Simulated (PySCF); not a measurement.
C5H10OSi3

```
atom    x (Å)    y (Å)    z (Å)
   C  -0.9363   1.4281  -2.6338
   C  -0.6883   1.0222  -1.5295
  Si  -0.2903   0.3480   0.1609
   C  -0.0494   1.8680   1.2084
   C   0.1542   2.8334   1.8957
   O  -1.6457  -0.3638   0.7327
  Si  -2.9702  -1.2747   0.8621
  Si   1.4065  -1.2187   0.2484
   C   2.9993  -0.4796  -0.4742
   H  -1.1601   1.7936  -3.5954
   H   0.3163   3.6846   2.4935
   H  -3.7698  -1.0864  -0.3469
   H  -2.5150  -2.6610   0.9905
   H  -3.6468  -0.7971   2.0641
   H   1.6979  -1.6617   1.6242
   H   1.0939  -2.4458  -0.5078
   H   3.3207   0.3942   0.0862
   H   2.8638  -0.1722  -1.5075
   H   3.8095  -1.2019  -0.4497
```

Geometry: GFN2-xTB.

These are results of PySCF 2.14.0, PBE0/pcSseg-1, SCF density, gas phase, non-relativistic, not measurements.

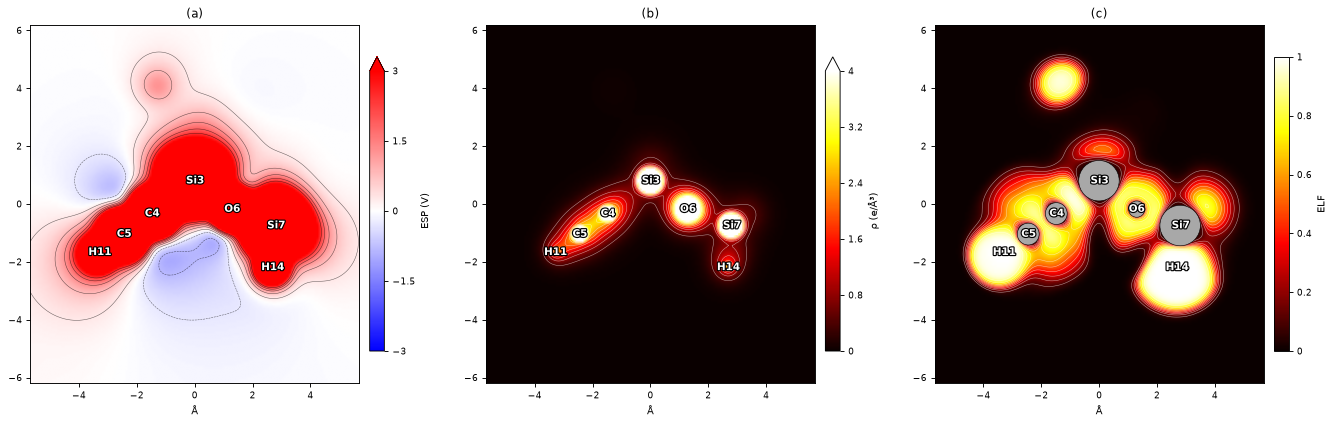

Figure 1. (a) molecular electrostatic potential; (b) total electron density; (c) electron localisation function on the plane of atoms C4, Si3 and O6. Grey discs cover the atomic cores in the ELF map.

### Describe what can be read from this map.

- The plane passes through Si, C, O and H nuclei.
- C–C (1.20 Å): the density is about 2.8 e/Å³ at the midpoint; the ELF peaks at about 0.85 between the atoms; a multiple bond.
- Si–O (1.61 Å): ρ at the midpoint is about 1.1 e/Å³; the ELF peaks at about 0.85 between the atoms, as expected for a short, strongly polar bond.
- C–Si (1.86 Å): ρ is about 0.92 e/Å³ halfway; the ELF peaks at about 0.95 between the atoms, as expected for a shared electron pair.
- C–H (1.05 Å): ρ at the midpoint is about 2.1 e/Å³; the ELF climbs to about 1 towards the hydrogen, as it does in any bond to H: a covalent bond by its length.
- Si–H (1.46 Å): the density is about 0.83 e/Å³ at the midpoint; the ELF climbs to about 1 towards the hydrogen.
- The ELF also peaks beside O6, away from the bonds: lone-pair regions.
- Outside the dense part of the molecule the potential is most negative (−1.0 V) near C4.

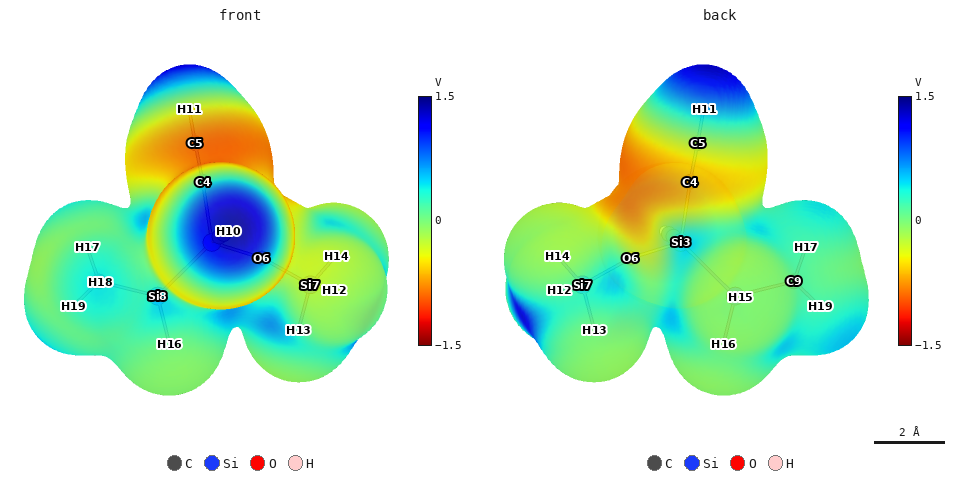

Figure 2. The molecular electrostatic potential painted on the density surface at 0.001 e/bohr³, seen from the front and from behind; the colour scale runs from red (negative) to blue (positive).

### Describe the electrostatic potential map.

The most negative region (about −0.9 V) lies over C2, C4 and C5, the most positive (about +1.3 V) over H10 and H11.
